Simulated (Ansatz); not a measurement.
**H₂MgNS (charge −1): density, localisation and related maps**

```yaml
atoms:
  - { symbol: N, position_ang: [-0.3695, 0.1462, 0.0102] }
  - { symbol: Mg, position_ang: [0.9584, -1.2066, 1.2073] }
  - { symbol: S, position_ang: [1.1431, 0.1665, -0.9545] }
  - { symbol: H, position_ang: [-0.5996, 1.0898, 0.2996] }
  - { symbol: H, position_ang: [-1.1323, -0.1959, -0.5626] }
```

Geometry: PBE0-D4/def2-TZVPD; the highest occupied orbital lies above zero, a sign that basis and functional describe the outermost electron poorly.

Theory: RKS PBE0-D4/def2-TZVPPD (Ansatz 0.2.0).

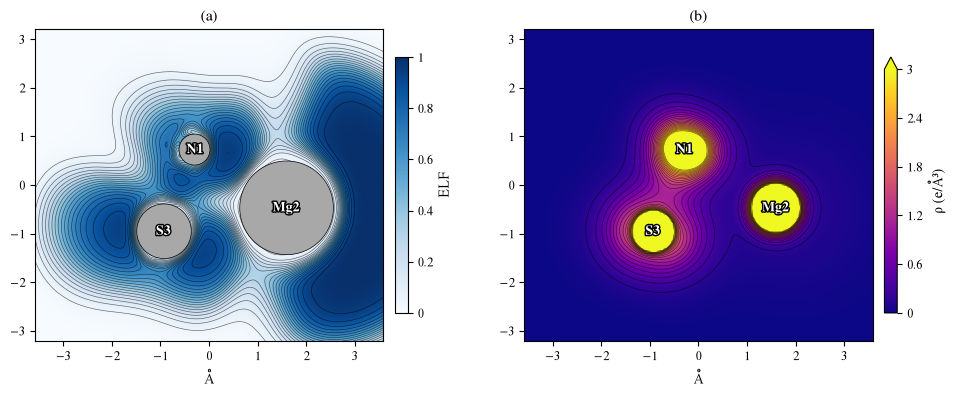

Figure 1. (a) ELF; (b) total electron density on the plane of atoms N1, Mg2 and S3. Grey discs cover the atomic cores in the ELF map.

Q: What does the map show?

A: Atoms in the plane: N, Mg and S. S–N (1.79 Å): the density is about 1.2 e/Å³ at the midpoint; the ELF peaks at about 0.85 between the atoms, as expected for localised, covalent bonding. Mg–N (2.24 Å): ρ is about 0.28 e/Å³ halfway; the ELF peaks at about 0.90 in the valence shell of N, 0.7 Å from its nucleus, and is about 0.40 at the midpoint. Mg–S (2.57 Å): ρ at the midpoint is about 0.27 e/Å³; the ELF peaks at about 0.75 in the valence shell of S, 0.9 Å from its nucleus, and falls to about 0.05 next to Mg: a closed-shell, largely ionic contact.

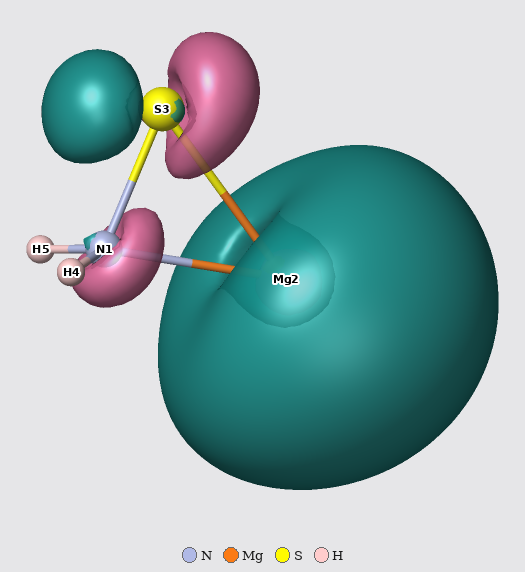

Figure 2. The HOMO at ±0.08 Å⁻³ᐟ² (teal and pink are the two phases), seen at a tilt.

Q: What is the character of this orbital?

A: By Hirshfeld shares it lies mainly on Mg2 (about 85 %) and S3 (about 10 %). Its energy is 0.31 eV.

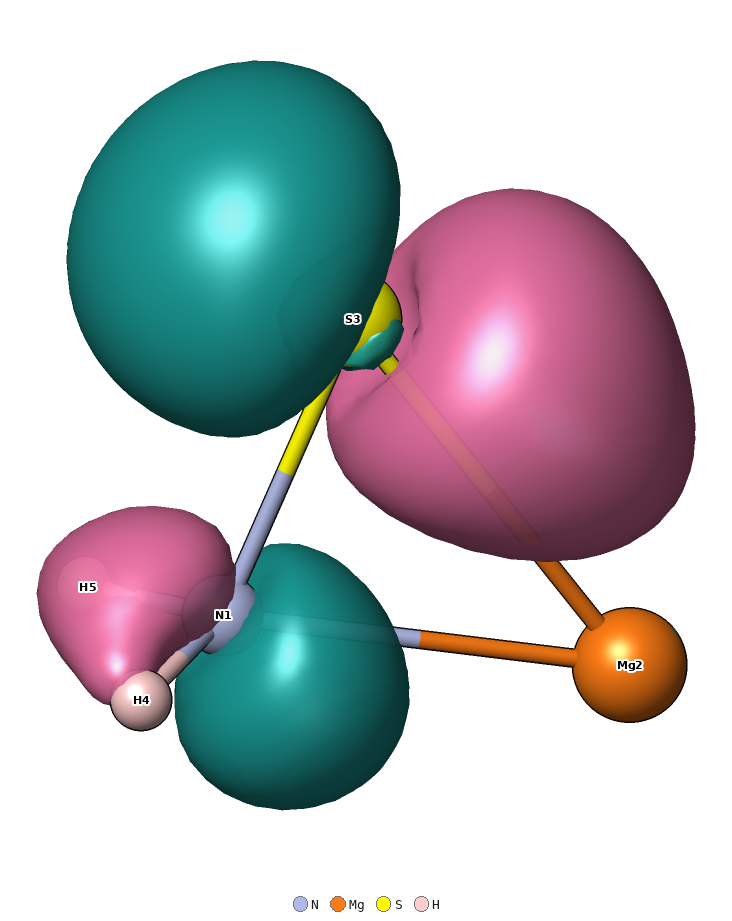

Figure 3. The HOMO−1 at ±0.15 Å⁻³ᐟ² (teal and pink are the two phases), seen at a tilt.

Q: What is the character of this orbital?

A: It lies mainly on S3 (about 65 %), N1 (about 15 %) and Mg2 (about 10 %); largely a lone pair of S3. Its energy is −1.77 eV.
